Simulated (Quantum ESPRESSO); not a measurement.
**MgS (Niningerite): phonon frequency against volume, with a fit**

Aim: the Grüneisen parameter and the pressure coefficient of an optical mode of MgS (Niningerite).

Calculated with Quantum ESPRESSO 7.5; DFT PBEsol, scalar-relativistic, plane waves, GBRV ultrasoft pseudopotentials.

### 1. The relaxed structure

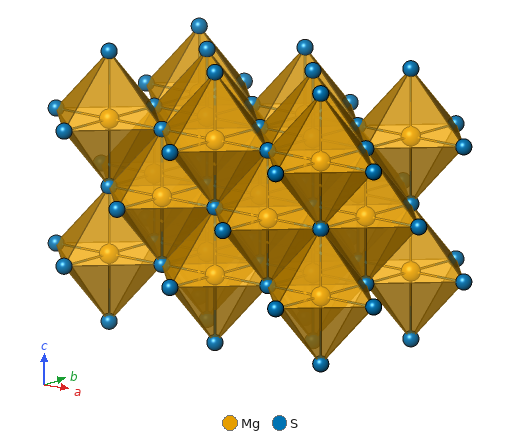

The cell as given, from a free direction (magnesium orange, sulfur blue). 2×1×1 cells are drawn. This picture shows the conventional cell, with its axes. Some periodic images of atoms are drawn too.

Coordinates:

```cif
data_structure
_symmetry_space_group_name_H-M 'P 1'
_symmetry_Int_Tables_number 1
_cell_length_a 3.6626
_cell_length_b 3.6626
_cell_length_c 3.6626
_cell_angle_alpha 60.000
_cell_angle_beta 60.000
_cell_angle_gamma 60.000
_cell_volume 34.74
loop_
_atom_site_label
_atom_site_type_symbol
_atom_site_fract_x
_atom_site_fract_y
_atom_site_fract_z
_atom_site_occupancy
Mg1 Mg 0.00000 0.00000 0.00000 1
S2 S 0.50000 0.50000 0.50000 1
```

This is the cell after its relaxation at this level of theory, not the database cell from which that began.

### 2. Runs at several volumes

The relaxed cell is scaled uniformly; in this structure symmetry fixes all atoms, so nothing has to be relaxed anew. Each volume gets a ground state and a response at Γ. The mode followed is the highest one without the macroscopic field, of symmetry T1u; longitudinal polar modes lie higher. Cutoff 55 Ry, k mesh 8×8×8.

From the response at V/V₀ = 0.94:

Log:

```text
[banners, grids, parts of the stress and lines that vanish by symmetry left out]
Program PHONON v.7.5
     Reading xml data from directory:

[...]
Exchange-correlation= PBESOL
                           (   1   4  10   8   0   0   0)
[...]
kinetic-energy cut-off    =      55.0000  Ry
     charge density cut-off    =     440.0000  Ry
     convergence threshold     =      1.0E-18
[...]
Exchange-correlation= PBESOL
                           (   1   4  10   8   0   0   0)
[...]
q = (   0.0000000   0.0000000   0.0000000 )
     49 Sym.Ops. (with q -> -q+G )
     G cutoff = 1024.6892  (  34333 G-vectors)     FFT grid: ( 45, 45, 45)
     G cutoff =  512.3446  (  12051 G-vectors)  smooth grid: ( 36, 36, 36)
     number of k points=    29
[...]
Mode symmetry, O_h (m-3m)  point group:
[...]
Dielectric constant
[...]
End of electric fields calculation
          Dielectric constant in cartesian axis
          (       5.602757790       0.000000000      -0.000000000 )
          (      -0.000000000       5.602757790      -0.000000000 )
          (       0.000000000       0.000000000       5.602757790 )
          Effective charges (d Force / dE) in cartesian axis without acoustic sum rule applied (asr)
           atom    1  Mg    Mean Z*:        2.25560
      Ex  (        2.25560        0.00000        0.00000 )
      Ey  (        0.00000        2.25560       -0.00000 )
      Ez  (        0.00000        0.00000        2.25560 )
           atom    2  S     Mean Z*:       -2.26667
      Ex  (       -2.26667        0.00000        0.00000 )
      Ey  (        0.00000       -2.26667        0.00000 )
      Ez  (        0.00000       -0.00000       -2.26667 )
          Effective charges Sum: Mean:       -0.01107
[...]
Effective charges (d Force / dE) in cartesian axis with asr applied:
           atom    1  Mg    Mean Z*:        2.26113
[...]
atom    2  S     Mean Z*:       -2.26113
[...]
Representation #   1 modes #   1   2   3
[...]
End of self-consistent calculation
     Convergence has been achieved
     Representation #   2 modes #   4   5   6
[...]
End of self-consistent calculation
     Convergence has been achieved
[...]
Dielectric constant in cartesian axis
          (       5.602757790       0.000000000      -0.000000000 )
          (      -0.000000000       5.602757790      -0.000000000 )
          (       0.000000000       0.000000000       5.602757790 )
          Effective charges (d Force / dE) in cartesian axis without acoustic sum rule applied (asr)
           atom    1  Mg    Mean Z*:        2.25560
      Ex  (        2.25560        0.00000        0.00000 )
      Ey  (        0.00000        2.25560       -0.00000 )
      Ez  (        0.00000        0.00000        2.25560 )
           atom    2  S     Mean Z*:       -2.26667
      Ex  (       -2.26667        0.00000        0.00000 )
      Ey  (        0.00000       -2.26667        0.00000 )
      Ez  (        0.00000       -0.00000       -2.26667 )
          Effective charges Sum: Mean:       -0.01107
[...]
Effective charges (d Force / dE) in cartesian axis with asr applied:
           atom    1  Mg    Mean Z*:        2.26113
[...]
atom    2  S     Mean Z*:       -2.26113
[...]
q = (    0.000000000   0.000000000   0.000000000 )
[...]
freq (    1) =      -0.417043 [THz] =     -13.911052 [cm-1]
     freq (    2) =      -0.417043 [THz] =     -13.911052 [cm-1]
     freq (    3) =      -0.417043 [THz] =     -13.911052 [cm-1]
     freq (    4) =       8.533097 [THz] =     284.633485 [cm-1]
     freq (    5) =       8.533097 [THz] =     284.633485 [cm-1]
     freq (    6) =       8.533097 [THz] =     284.633485 [cm-1]
[...]
Mode symmetry, O_h (m-3m)  point group:
     freq (   1-   3) =        -13.9  [cm-1]   --> T_1u G_15  G_4- I
     freq (   4-   6) =        284.6  [cm-1]   --> T_1u G_15  G_4- I

   JOB DONE.
```

One volume, V/V₀ = 1, is held back as a test.

```
V/V₀  volume (Å³/atom)  pressure (GPa)   ω (cm⁻¹)
0.94            16.329            5.53     284.63
0.97            16.850            2.57     263.22
   1            17.371            0.03  held back
1.03            17.893           -2.15     222.11
1.06            18.414           -4.02     202.16
```

### 3. The fit

The mode Grüneisen parameter is γ = −d ln ω / d ln V.

```
ln(V/V₀)    ln ω
 -0.0619  5.6512
 -0.0305  5.5730
  0.0296  5.4032
  0.0583  5.3091
```

A straight line through these points has the slope -2.842, so γ = 2.84; at V/V₀ = 1 it predicts ω = exp(5.4809 + 0.0000) = 240.06 cm⁻¹.

A parabola of pressure against ln V through V/V₀ = 0.97, 1 and 1.03 gives the bulk modulus B = −dP/d ln V = 78 GPa at V₀. With ω₀ from the fitted line the pressure coefficient follows as dω/dP = γ ω₀ / B = 2.84 × 240.1 / 78 = 8.69 cm⁻¹/GPa.

### 4. The run that was held back

Log:

```text
[banners, grids, parts of the stress and lines that vanish by symmetry left out]
[banner, memory and clock lines left out]
Program PHONON v.7.5

[...]
Exchange-correlation= PBESOL
                           (   1   4  10   8   0   0   0)
[...]
kinetic-energy cut-off    =      55.0000  Ry
     charge density cut-off    =     440.0000  Ry
     convergence threshold     =      1.0E-18
[...]
Exchange-correlation= PBESOL
                           (   1   4  10   8   0   0   0)
[...]
q = (   0.0000000   0.0000000   0.0000000 )
     49 Sym.Ops. (with q -> -q+G )
     G cutoff = 1067.8419  (  36613 G-vectors)     FFT grid: ( 48, 48, 48)
     G cutoff =  533.9209  (  12939 G-vectors)  smooth grid: ( 36, 36, 36)
     number of k points=    29
[...]
Mode symmetry, O_h (m-3m)  point group:
[...]
Dielectric constant
[...]
End of electric fields calculation
          Dielectric constant in cartesian axis
          (       5.582382886      -0.000000000      -0.000000000 )
          (      -0.000000000       5.582382886       0.000000000 )
          (      -0.000000000       0.000000000       5.582382886 )
          Effective charges (d Force / dE) in cartesian axis without acoustic sum rule applied (asr)
           atom    1  Mg    Mean Z*:        2.31371
      Ex  (        2.31371       -0.00000       -0.00000 )
      Ey  (       -0.00000        2.31371        0.00000 )
      Ez  (       -0.00000        0.00000        2.31371 )
           atom    2  S     Mean Z*:       -2.32364
      Ex  (       -2.32364       -0.00000       -0.00000 )
[...]
Representation #   1 modes #   1   2   3
[...]
End of self-consistent calculation
     Convergence has been achieved
     Representation #   2 modes #   4   5   6
[...]
End of self-consistent calculation
     Convergence has been achieved
[...]
Dielectric constant in cartesian axis
          (       5.582382886      -0.000000000      -0.000000000 )
          (      -0.000000000       5.582382886       0.000000000 )
          (      -0.000000000       0.000000000       5.582382886 )
          Effective charges (d Force / dE) in cartesian axis without acoustic sum rule applied (asr)
           atom    1  Mg    Mean Z*:        2.31371
      Ex  (        2.31371       -0.00000       -0.00000 )
      Ey  (       -0.00000        2.31371        0.00000 )
      Ez  (       -0.00000        0.00000        2.31371 )
           atom    2  S     Mean Z*:       -2.32364
      Ex  (       -2.32364       -0.00000       -0.00000 )
      Ey  (        0.00000       -2.32364        0.00000 )
      Ez  (       -0.00000        0.00000       -2.32364 )
          Effective charges Sum: Mean:       -0.00993
[...]
Effective charges (d Force / dE) in cartesian axis with asr applied:
           atom    1  Mg    Mean Z*:        2.31867
[...]
atom    2  S     Mean Z*:       -2.31867
[...]
q = (    0.000000000   0.000000000   0.000000000 )
[...]
freq (    1) =      -0.484770 [THz] =     -16.170183 [cm-1]
     freq (    2) =      -0.484770 [THz] =     -16.170183 [cm-1]
     freq (    3) =      -0.484770 [THz] =     -16.170183 [cm-1]
     freq (    4) =       7.267251 [THz] =     242.409394 [cm-1]
     freq (    5) =       7.267251 [THz] =     242.409394 [cm-1]
     freq (    6) =       7.267251 [THz] =     242.409394 [cm-1]
[...]
Mode symmetry, O_h (m-3m)  point group:
     freq (   1-   3) =        -16.2  [cm-1]   --> T_1u G_15  G_4- I
     freq (   4-   6) =        242.4  [cm-1]   --> T_1u G_15  G_4- I
```

It gives 242.41 cm⁻¹ against the predicted 240.06 cm⁻¹, a miss of 2 cm⁻¹.

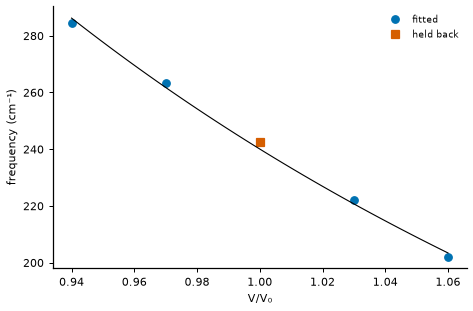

Frequency against volume, with the power-law fit.

### 5. Outcome

```yaml
mode_grueneisen_parameter: 2.842
bulk_modulus: 78.5 GPa
pressure_coefficient: 8.69 cm⁻¹/GPa
```

The highest optical mode of MgS (Niningerite) without the LO-TO term stiffens by 8.69 cm⁻¹ a GPa near the relaxed volume, with γ = 2.84. The power law meets all 5 runs within 0.97 %; between neighbouring volumes γ runs from 2.49 to 3.28. Such a coefficient turns a measured shift of this mode into a hydrostatic stress; uniaxial or biaxial stress splits the mode and needs deformation potentials. The acoustic modes of the response miss zero by 16 cm⁻¹, a numerical error that can touch the optical modes as well. These are harmonic values at zero temperature for the structure held cubic, which a run at Γ can't show to be stable; the bulk modulus rests on three points.

[Host names and launcher messages were left out of these logs when they were recorded.]

[Logs are printed without paths, hosts, clocks, repeated set-up lines and the standing remarks that a program may print on its own settings, such as how far it seeks lower states.]

[Hosts, paths, dates, database ids (printed as entryN), source tags and the programs' standing remarks are cut or masked in the printed files.]
